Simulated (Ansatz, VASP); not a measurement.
# Cross-check of HfB2W between VASP and Ansatz

Wanted: the spread between two codes on one cell, functional and k mesh. The cell is invented: As first built, before any earlier steps moved the atoms: it takes the HfB structure with some of its atoms replaced by other elements, volume scaled by an estimate. It may not be a known or stable phase. The cell comes out of the VASP series on this material, whose earlier steps may have relaxed, scaled or displaced it; both programs get it as it stands.

Program: Ansatz 0.2.0. Level of theory: plane waves, with VASP 6.6.1 beside it; single point at r2SCAN, electric field gradients at r2SCAN and band structure at r2SCAN, spin-orbit coupling. Results are calculated unless marked as measured.

### 1. The starting structure

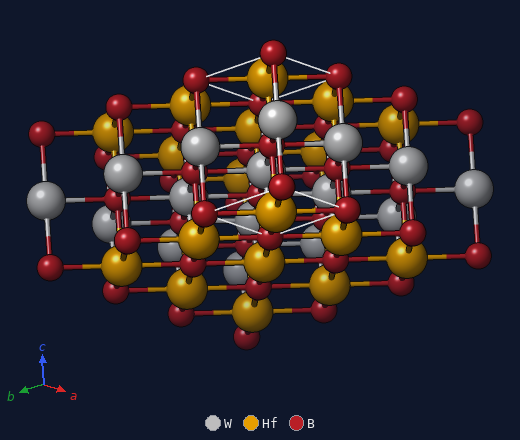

The cell as given, from a free direction (tungsten light grey, hafnium orange, boron red). 3×3×1 cells are drawn. Some periodic images of atoms are drawn too.

### 2. VASP: single point, r2SCAN

With cell and atoms fixed, the geometry can't cause a difference; cores, projectors, grids and the points listed under the comparison can.

Lines of VASP's logs that name or quote its potential files are left out, and so is its time.

INCAR reads:

```
SYSTEM = HfB2W
PREC = Accurate
ENCUT = 420
EDIFF = 1E-06
NELM = 100
ISMEAR = -5
SIGMA = 0.05
LREAL = .FALSE.
ALGO = Normal
METAGGA = R2SCAN
LASPH = .TRUE.
NBANDS = 25
LORBIT = 11
LWAVE = .FALSE.
LCHARG = .FALSE.
KPAR = 2
NEDOS = 2001
```

POSCAR reads:

```
HfB2W
1.0
    3.2514576010      0.0000000000      0.0000000000
    0.0000000000      3.2514576010      0.0000000000
    0.0000000000      0.0000000000      4.5725127342
W Hf B
1 1 2
Direct
    0.0000000000      0.0000000000      0.5000000000
    0.5000000000      0.5000000000      0.0000000000
    0.5000000000      0.5000000000      0.5000000000
    0.0000000000      0.0000000000      0.0000000000
```

KPOINTS reads:

```
Automatic mesh
0
Gamma
12 12 9
0 0 0
```

The projector-augmented-wave data sets are W, Hf_pv and B (PBE family, release 64).

Launch:

```sh
$ mpirun -np 2 vasp_std
```

Numbers of over 12 decimals in the logs are rounded to 6 here.

The program printed:

```text
[banner, memory and clock lines left out]
running    2 mpi-ranks, on    1 nodes
 distrk:  each k-point on    1 cores,    2 groups
 distr:  one band on    1 cores,    1 groups

 POSCAR found type information on POSCAR W HfB
 POSCAR found :  3 types and       4 ions
|                                                                             |
|               ----> ADVICE to this user running VASP <----                  |
|                                                                             |
|     You enforced a specific xc type in the INCAR file but a different       |
|     [... a line on the potential file left out ...]
|     I HOPE YOU KNOW WHAT YOU ARE DOING!                                     |
|                                                                             |

 LDA part: xc-table for (None), standard interpolation
 POSCAR, INCAR and KPOINTS ok, starting setup
 FFT: planning ... GRIDC
 FFT: planning ... GRID_SOFT
 FFT: planning ... GRID
 WAVECAR not read
 entering main loop
       N       E                     dE             d eps       ncg     rms          rms(c)
DAV:   1    -0.246717919828E+02   -0.24672E+02   -0.10026E+04  7000   0.738E+02
DAV:   2    -0.117460389527E+03   -0.92789E+02   -0.88349E+02  8408   0.206E+02
DAV:   3    -0.120629745458E+03   -0.31694E+01   -0.31403E+01  9033   0.293E+01
DAV:   4    -0.120651194999E+03   -0.21450E-01   -0.21443E-01  8549   0.281E+00
DAV:   5    -0.120651394926E+03   -0.19993E-03   -0.20002E-03  9226   0.248E-01    0.828E+01
DAV:   6    -0.113314027848E+03    0.73374E+01   -0.16574E+01  9249   0.167E+01    0.291E+01
DAV:   7    -0.113496763172E+03   -0.18274E+00   -0.87987E+00  9925   0.114E+01    0.307E+01
DAV:   8    -0.113080250921E+03    0.41651E+00   -0.15280E+00  9178   0.487E+00    0.503E+00
DAV:   9    -0.113091998890E+03   -0.11748E-01   -0.92456E-02  8479   0.171E+00    0.811E-01
DAV:  10    -0.113091751395E+03    0.24749E-03   -0.58039E-03  8955   0.382E-01    0.616E-01
DAV:  11    -0.113091966230E+03   -0.21483E-03   -0.30078E-04  8698   0.931E-02    0.468E-01
DAV:  12    -0.113092067372E+03   -0.10114E-03   -0.69848E-04  9477   0.127E-01    0.138E-01
DAV:  13    -0.113092048465E+03    0.18907E-04   -0.87551E-05  8496   0.489E-02    0.430E-02
DAV:  14    -0.113092048199E+03    0.26637E-06   -0.29309E-06  8629   0.949E-03
   1 F= -.11309205E+03 E0= -.11309205E+03  d E =0.000000E+00
|                                                                             |
|           W    W    AA    RRRRR   N    N  II  N    N   GGGG   !!!           |
|           W    W   A  A   R    R  NN   N  II  NN   N  G    G  !!!           |
|           W    W  A    A  R    R  N N  N  II  N N  N  G       !!!           |
|           W WW W  AAAAAA  RRRRR   N  N N  II  N  N N  G  GGG   !            |
|           WW  WW  A    A  R   R   N   NN  II  N   NN  G    G                |
|           W    W  A    A  R    R  N    N  II  N    N   GGGG   !!!           |
|                                                                             |
|     Tetrahedron method does not include variations of the Fermi             |
|     occupations, so forces and stress will be inaccurate. We suggest        |
|     using a different smearing scheme ISMEAR = 1 or 2 for metals in         |
|     relaxations.                                                            |
|                                                                             |
```

Parts of OUTCAR (step 2):

```text
ion  position               nearest neighbor table
   1  0.000  0.000  0.500-   4 2.29   4 2.29   3 2.30   3 2.30   3 2.30   3 2.30   2 3.24   2 3.24
                             2 3.24   2 3.24   2 3.24   2 3.24   2 3.24   2 3.24
   2  0.500  0.500  0.000-   3 2.29   3 2.29   4 2.30   4 2.30   4 2.30   4 2.30   1 3.24   1 3.24
                             1 3.24   1 3.24   1 3.24   1 3.24   1 3.24   1 3.24
   3  0.500  0.500  0.500-   2 2.29   2 2.29   1 2.30   1 2.30   1 2.30   1 2.30
   4  0.000  0.000  0.000-   1 2.29   1 2.29   2 2.30   2 2.30   2 2.30   2 2.30

  LATTYP: Found a simple tetragonal cell.
 ALAT       =     3.2514576010
 C/A-ratio  =     1.4062962816

 Subroutine GETGRP returns: Found 16 space group operations
 (whereof 16 operations were pure point group operations)

The static configuration has the point symmetry D_4h.

 Found    140 irreducible k-points:

   k-points           NKPTS =    140   k-points in BZ     NKDIM =    140   number of bands    NBANDS=     25

   dimension x,y,z NGX =    24 NGY =   24 NGZ =   32
   dimension x,y,z NGXF=    48 NGYF=   48 NGZF=   64

   ENCUT  =  420.0 eV  30.87 Ry    5.56 a.u.   5.43  5.43  7.64*2*pi/ulx,y,z

   NELECT =      22.0000    total number of electrons

 k-points in reciprocal lattice and weights: Automatic mesh
   0.00000000  0.00000000  0.00000000       0.001
   0.08333333  0.00000000  0.00000000       0.003
   0.16666667  0.00000000  0.00000000       0.003
   0.25000000  0.00000000  0.00000000       0.003
   0.33333333  0.00000000  0.00000000       0.003
   0.41666667  0.00000000  0.00000000       0.003
   0.50000000  0.00000000  0.00000000       0.002
   0.08333333  0.08333333  0.00000000       0.003
   0.16666667  0.08333333  0.00000000       0.006
[...]
0.50000000  0.41666667  0.44444444       0.006
   0.50000000  0.50000000  0.44444444       0.002

 average (electrostatic) potential at core
       1 -45.2448       2 -40.2293       3 -26.8428       4 -26.1527

 E-fermi :   6.6041

 k-point     1 :       0.0000    0.0000    0.0000
  band No.  band energies     occupation
    ...
      6       3.0243      2.00000
      7       3.7389      2.00000
      8       5.9923      2.00000
      9       5.9923      2.00000
     10       6.8392      1.32299
     11       6.9337     -0.02472
     12       7.4442      0.00000
     13       7.4442      0.00000
     14       7.9231      0.00000
     15       9.6429      0.00000
    ...

 k-point     2 :       0.0833    0.0000    0.0000
  band No.  band energies     occupation
    ...
      7       3.6813      2.00000
      8       5.7966      2.00000
      9       5.9457      2.00000
     10       6.0493      2.03324
     11       6.7007      0.56713
     12       7.2610     -0.02922
     13       7.5438      0.00000
     14       7.8382      0.00000
     15       9.8088      0.00000
     16       9.8635      0.00000
    ...

 k-point     3 :       0.1667    0.0000    0.0000
  band No.  band energies     occupation
    ...
      7       3.5328      2.00000
      8       4.8657      2.00000
      9       5.3224      2.00000
     10       5.8862      2.00000
     11       6.2139      2.11482
     12       6.7039      0.13601
     13       6.9957      0.00000
     14       8.2455      0.00000
     15      10.1606      0.00000
     16      10.8808      0.00000
    ...

  Total        0.0104448      0.0104448      0.0575294      0.0000000     -0.0000000      0.0000000
  in kB        0.3461766      0.3461766      1.9067311      0.0000000     -0.0000000      0.0000000
  external PRESSURE =       0.8663614 kB  Pullay stress =       0.0000000 kB

  energy-cutoff  :      420.00
  volume of cell :       48.34
      direct lattice vectors                 reciprocal lattice vectors
     3.251457601  0.000000000  0.000000000     0.307554372  0.000000000  0.000000000
     0.000000000  3.251457601  0.000000000     0.000000000  0.307554372  0.000000000
     0.000000000  0.000000000  4.572512734     0.000000000  0.000000000  0.218698133

 POSITION                                       TOTAL-FORCE (eV/Angst)
 -----------------------------------------------------------------------------------
      0.00000      0.00000      2.28626         0.000000      0.000000      0.000000
      1.62573      1.62573      0.00000         0.000000      0.000000      0.000000
      1.62573      1.62573      2.28626         0.000000      0.000000      0.000000
      0.00000      0.00000      0.00000         0.000000      0.000000      0.000000
 -----------------------------------------------------------------------------------
    total drift:                                0.000000     -0.000000     -0.000000

  FREE ENERGIE OF THE ION-ELECTRON SYSTEM (eV)
  ---------------------------------------------------
  free  energy   TOTEN  =      -113.0920481985 eV

  energy  without entropy=     -113.0920481985  energy(sigma->0) =     -113.09204820

 total charge
# of ion       s       p       d       tot
------------------------------------------
    1        0.548   0.710   4.148   5.406
    2        0.339   6.637   1.898   8.874
    3        0.758   1.162   0.000   1.920
    4        0.779   1.199   0.000   1.978
--------------------------------------------------
tot          2.425   9.708   6.046  18.178

[... 3 further parts left out ...]
```

The run ends at a pressure of 0.09 GPa.

### 3. Ansatz: single point, r2SCAN

Ansatz runs on its default PAW (the set named soft_2) files.

The same cell, functional, mesh and smearing now go to Ansatz, which takes its cutoff from its data sets.

input.yaml reads:

```yaml
crystal:
  lattice:
    - [3.251457601, 0.0, 0.0]
    - [0.0, 3.251457601, 0.0]
    - [0.0, 0.0, 4.5725127342]
  atoms:
    - { symbol: W, position: [0.0, 0.0, 0.5] }
    - { symbol: Hf, position: [0.5, 0.5, 0.0] }
    - { symbol: B, position: [0.5, 0.5, 0.5] }
    - { symbol: B, position: [0.0, 0.0, 0.0] }
hamiltonian:
  xc: r2scan
  pseudopotentials: { kind: paw }
kpoints:
  mp_grid: { grid: [12, 12, 9] }
scf:
  occupations: { method: tetrahedron }
output:
  forces: true
  stress: true
```

Launch:

```sh
$ ansatz run input.yaml --threads 2 --pin off --max-ram 4608MiB --backend cpu --events-out ev --progress --plain --runs-dir out
```

The program printed:

```text
Warning: output.forces, output.stress, relax.cell or npt_langevin: where a Kohn–Sham band that disperses or a degenerate level is filled in part under the method tetrahedron, the forces or the stress that this run publishes need not agree with its energy (scf.occupations.method in the input reference, under Limitations); prefer a smearing scheme for the forces or the stress
Engine: ansatz 0.2.0, aarch64-unknown-linux-gnu
Pseudopotentials: kind: paw
Pseudopotential: W, paw, valence charge 14, recommended cutoff 500 eV (meta_gga), W.paw.azcp
Pseudopotential: Hf, paw, valence charge 26, recommended cutoff 500 eV (meta_gga), Hf.paw.azcp
Pseudopotential: B, paw, valence charge 3, recommended cutoff 500 eV (meta_gga), B.paw.azcp
Functional definition: r2SCAN
  parameter k0 = 0.174
  parameter k1 = 0.065
  parameter a1 = 4.9479
  exchange = r2scan_x(k0 = k0, k1 = k1, a1 = a1)
  correlation = r2scan_c
Crystal: 4 atoms, lattice volume = 48.340 Å³
Basis set: ecut = 500 eV, 1229 PW (Γ), exchange–correlation on 96×96×144 points (64 copies of the dense FFT grid, shifted against one another)
Bands: 28, of which v1, the nominal top of the filled ones, is band 23 counted from 1 (22 counted from 0)
Symmetry: 16 space group operations
Space group: P4/mmm (ITA 123), of the structure as read, at distance tolerance 3.6e-5 Å
k-points: 140 of 1296
Non-local potential: W, projectors of the file, l = 0: 3, l = 1: 2, l = 2: 2, l = 3: 1
Non-local potential: Hf, projectors of the file, l = 0: 3, l = 1: 2, l = 2: 2, l = 3: 3
Non-local potential: B, projectors of the file, l = 0: 2, l = 1: 2, l = 2: 1
PAW form: soft (Blöchl's): semilocal exchange-correlation on the pseudo side does not see the compensation charge
PAW frozen core: W, regenerated for the run's functional (the file was generated under x = pbe(κ = 0.804, μ = 0.219515), c = pbe(β = 0.066725))
PAW frozen core: Hf, regenerated for the run's functional (the file was generated under x = pbe(κ = 0.804, μ = 0.219515), c = pbe(β = 0.066725))
PAW frozen core: B, regenerated for the run's functional (the file was generated under x = pbe(κ = 0.804, μ = 0.219515), c = pbe(β = 0.066725))
PAW one-centre angular grid: W, 590 points (default); XC on 160 Gauss nodes
PAW one-centre angular grid: Hf, 974 points (default); XC on 160 Gauss nodes
PAW one-centre angular grid: B, 302 points (default); XC on 160 Gauss nodes
Initial density: superposition of atomic densities (neutral atoms: chi_scale 0, normalization atom), corrected by the library's trained network
Initial wavefunctions: pseudopotential atomic-orbital guess
Functional: x = r2scan, c = r2scan; τ floored in thin density (d = 2e-4 eV/Å³)
SCF iter   1: F=—  HF=-26445.218167 eV  |F-HF|=—  |Δ(HF+E_count)|=         —  Δρ=9.64e-3  dr2=4.33e-2  dr2_τ=2.72e-1  ethr=1.77e-3  ⟨swp⟩=6.1  Hψ=17259  notcnv=0
preconditioner: auto → Kerker (q_TF=auto, 2.706 Å⁻¹)  [metal: no gap  n_scr=14 (ndim 8)  ℏωp=32.0 eV  f_vac=0.000]
SCF iter   2: F=—  HF=-26445.290598 eV  |F-HF|=—  |Δ(HF+E_count)|=   7.24e-2  Δρ=6.46e-3  dr2=1.64e-2  dr2_τ=1.61e-3  ethr=9.42e-5  ⟨swp⟩=2.5  Hψ=8802  notcnv=0  defer=94
SCF iter   3: F=—  HF=-26445.290176 eV  |F-HF|=—  |Δ(HF+E_count)|=   4.22e-4  Δρ=4.36e-3  dr2=7.11e-3  dr2_τ=2.33e-4  ethr=3.57e-5  ⟨swp⟩=2.0  Hψ=6518  notcnv=0  defer=94
SCF iter   4: F=—  HF=-26445.291149 eV  |F-HF|=—  |Δ(HF+E_count)|=   9.72e-4  Δρ=1.78e-3  dr2=1.47e-3  dr2_τ=6.00e-5  ethr=1.54e-5  ⟨swp⟩=2.2  Hψ=5286  notcnv=0  defer=94
SCF iter   5: F=—  HF=-26445.291333 eV  |F-HF|=—  |Δ(HF+E_count)|=   1.84e-4  Δρ=3.65e-4  dr2=6.29e-5  dr2_τ=4.84e-6  ethr=3.19e-6  ⟨swp⟩=2.2  Hψ=5491  notcnv=0  defer=94
SCF iter   6: F=—  HF=-26445.291361 eV  |F-HF|=—  |Δ(HF+E_count)|=   2.84e-5  Δρ=1.04e-4  dr2=6.58e-6  dr2_τ=3.08e-7  ethr=1.37e-7  ⟨swp⟩=2.1  Hψ=5820  notcnv=0  defer=94
SCF iter   7: F=—  HF=-26445.291373 eV  |F-HF|=—  |Δ(HF+E_count)|=   1.12e-5  Δρ=2.15e-5  dr2=2.37e-7  dr2_τ=3.03e-8  ethr=1.43e-8  ⟨swp⟩=2.1  Hψ=6915  notcnv=0  defer=94
SCF iter   8: F=-26445.291373 eV  HF=-26445.291373 eV  |F-HF|=1.55e-8  |Δ(HF+E_count)|=   9.50e-7  Δρ=8.99e-6  dr2=2.38e-8  dr2_τ=1.58e-9  ethr=2.17e-10  ⟨swp⟩=6.6  Hψ=16687  notcnv=0
SCF 1 converged in 8 iterations: F = -26445.291373 eV  dr2 = 2.38e-8
  greatest PAW one-centre occupation: 0.999 electrons in one spin orbital (limit 2), on the W atom at site 0 (counted from 0), in its partial waves of l = 0
SCF converged after 8 iterations
Stability not checked: this state was not tested for a lower state beside it, because cold or Methfessel-Paxton smearing, or corrected tetrahedra, fill the levels in a way that the test cannot read (fill_not_monotonic; see scf.lower_state_search)
Free energy (F): -26445.291373 eV
Harris-Foulkes:  -26445.291373 eV  (|F-HF|=1.55e-8)
Internal energy: -26445.291347 eV  (E = F + TS)
E sigma→0 (E₀):  -26445.291373 eV
Entropy (-TS):   -0.000026 eV (-0.007 meV/atom)
Fermi energy:    19.373817 eV
--- Per-component energies (eV) ---
  E_band       = -40.932028
  E_kinetic    = 974.173656
  E_local      = -6221.340017  (includes V_loc(G=0)·N_el)
  E_nonlocal   = -1223.040770
  E_hartree    = 2878.549774
  E_xc         = -596.875013
  E_vxc        = -638.051971  (∫ρ·V_xc dr)
  E_paw        = -15707.056387  (= ΣΔE_a)
  E_vpaw       = 1278.478554  (= ΣTr[D̂ρ^β])
  E_aug_tail   = -0.000053  (compensation charges beyond the density's cutoff)
  E_vtau       = 31.747321  (kinetic-family band-sum trace: ∫τ·v_τ [+ j·A + Jᵃ·Aᵃ] dr)
  E_ewald      = -6549.399227
  E_core_change = -0.303311  (= ΣΔE_core)
  E_smearing   = -0.000026  (= −TS)
  E_closure    = -0.000000  (closes the sum)
  Σ components = -26445.291373   (vs F -26445.291373, Δ=0.00e0)
--- Forces (eV/Å), atoms counted from 1 ---
  atom   1  W     -0.00000000     0.00000000     0.00000000
  atom   2  Hf     0.00000000     0.00000000     0.00000000
  atom   3  B      0.00000000    -0.00000000     0.00000000
  atom   4  B     -0.00000000     0.00000000     0.00000000
  max |Σ_I F_I| component: 9.82e-29 eV/Å
--- Stress (GPa, compression-positive) ---
        0.690079       0.000000       0.000000
        0.000000       0.690079       0.000000
        0.000000       0.000000       0.659989
  P = ⅓ Tr σ = 0.6800 GPa (6.800 kbar)
--- Band table (eV; the first three rows and the last of 140) ---
  k-point 0: bands = [... 19 lower, 18.7694, 18.7694, 19.6697, 19.6787, 20.2055, 20.2055, 20.7115, 22.4157, ... 1 higher]
  k-point 1: bands = [... 19 lower, 18.7151, 18.7151, 19.5567, 19.6861, 19.7442, 20.0905, 20.0905, 22.5969, ... 1 higher]
  k-point 2: bands = [... 19 lower, 18.3528, 18.6001, 18.6001, 19.2448, 19.7284, 19.8176, 19.8176, 23.0703, ... 1 higher]
  k-point 139: bands = [... 19 lower, 15.7944, 15.9142, 15.9142, 16.7932, 22.2087, 22.3701, 22.3701, 23.1358, ... 1 higher]
```

Elapsed: 14 s, on 2 threads of Arm Neoverse V2, shared host; peak memory 0.56 GiB; 23 s of CPU time.

The run ends at a pressure of 0.68 GPa.

### 4. Comparison

Known differences besides the PAW data sets themselves: VASP keeps PBE cores, Ansatz makes them for the functional; the data sets hold 46 valence electrons in Ansatz (default PAW (the set named soft_2) files) and 22 in VASP; the cutoff is 500 eV in Ansatz and 420 eV in VASP. Total energies have different zeros and are not compared.

Both answers:

```csv
quantity,Ansatz,VASP,difference
pressure (GPa),0.68,0.09,+0.59
```

[end of part 1 of 2]

[Lines on the potential files, build, host, timing and source positions are cut from VASP's logs without a mark.]

[Logs are printed without paths, hosts, clocks, repeated set-up lines and the standing remarks that a program may print on its own settings, such as how far it seeks lower states.]

[Hosts, paths, dates, database ids (printed as entryN), source tags and the programs' standing remarks are cut or masked in the printed files.]
